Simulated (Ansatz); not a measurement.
CH5Al (SMILES [H][Al]([H])[CH3]): the electronic atomisation energy, rung by rung

CH5Al has 7 atoms, charge 0, and is taken as a singlet. SMILES: `[H][Al]([H])[CH3]`. Geometry: a GFN2-xTB relaxation, a rough one for these elements and not checked as a minimum.

Quantity: the electronic atomisation energy, in eV. The values are calculated. Electronic energies at fixed atoms, without zero-point motion or spin-orbit coupling.

```
          level                    kind  program  value (eV)  less FCI/STO-3G
  revPBE/STO-3G                     GGA   Ansatz       30.40            +3.10
  r2SCAN/STO-3G                meta-GGA   Ansatz       30.81            +3.51
   B3LYP/STO-3G           global hybrid   Ansatz       30.73            +3.43
    PBE0/STO-3G           global hybrid   Ansatz       30.58            +3.28
   wB97X/STO-3G  range-separated hybrid   Ansatz       30.63            +3.33
 BCCD(T)/STO-3G   coupled cluster or CI   Ansatz       27.29            -0.01
 CCSD(T)/STO-3G   coupled cluster or CI   Ansatz       27.29            -0.01
CCSDT(Q)/STO-3G   coupled cluster or CI   Ansatz       27.30             0.00
     FCI/STO-3G      exact in the basis   Ansatz       27.30             0.00
```

FCI/STO-3G is exact within its basis and frozen core, so for wave-function methods in that basis the difference is their error; functionals converge differently with the basis, so for them it is only a difference. The values span 27.29 to 30.81 eV. All rows use very small basis sets, so even the best lies far from the true value.

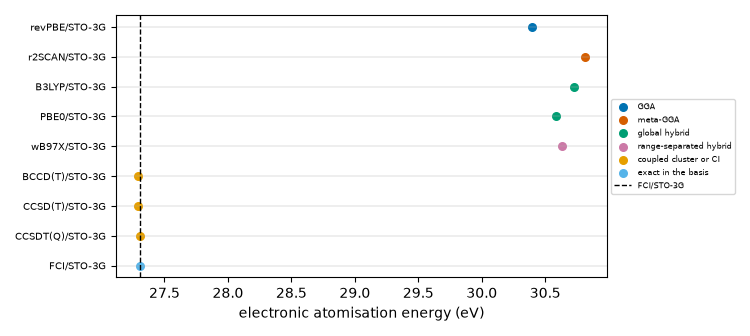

The values of the table, level by level.
